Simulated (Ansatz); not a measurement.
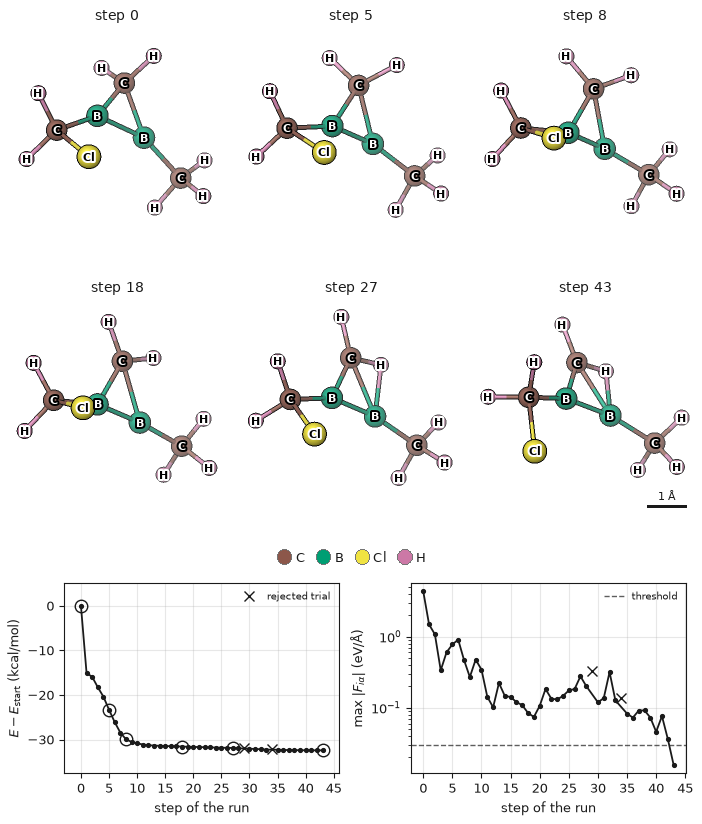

Frames of a relaxation of C$_{3}$H$_{7}$B$_{2}$Cl (coarse preliminary run), marked on the history of the run. A ball-and-stick model, seen from a free direction.

The start comes from a force field.

Computed with RKS PBE-D4/def2-SVP (Ansatz). (force threshold 0.03 eV/Å; at most 200 steps)

Describe the path.

The largest move after the best rigid fit is that of an H atom, 1.88 Å. By element the largest moves are H 1.88 Å, Cl 0.85 Å, C 0.46 Å, B 0.28 Å. Near-neighbour distances that change, for instance: B–H 2.254 → 1.524 Å, B–B 1.757 → 1.564 Å, B–C 1.526 → 1.645 Å, C–H 1.037 → 1.109 Å. Among the angles between lasting bonds that change: B–C–H 113.5° → 63.3°, B–C–H 115.7° → 164.3°, C–B–C 156.8° → 133.6°. Groups turn about B–C by about 60°. After 41 accepted moves (43 points after the start) the energy has fallen by 32.4 kcal/mol. The largest force component goes from 4.3 to 0.016 eV/Å. The line search rejected the trial steps at points 29, 34 of the run. The run took 69 s on 4 threads of Arm Neoverse V1, with other jobs on the host. From step 0 to 5: an H atom moves most (0.52 Å), energy −23.3 kcal/mol. From step 5 to 8: an H atom moves most (0.58 Å), energy −6.61 kcal/mol. From step 8 to 18: an H atom moves most (0.52 Å), energy −1.65 kcal/mol. From step 18 to 27: the Cl atom moves most (0.73 Å), energy −0.32 kcal/mol. From step 27 to 43: an H atom moves most (0.68 Å), energy −0.54 kcal/mol.
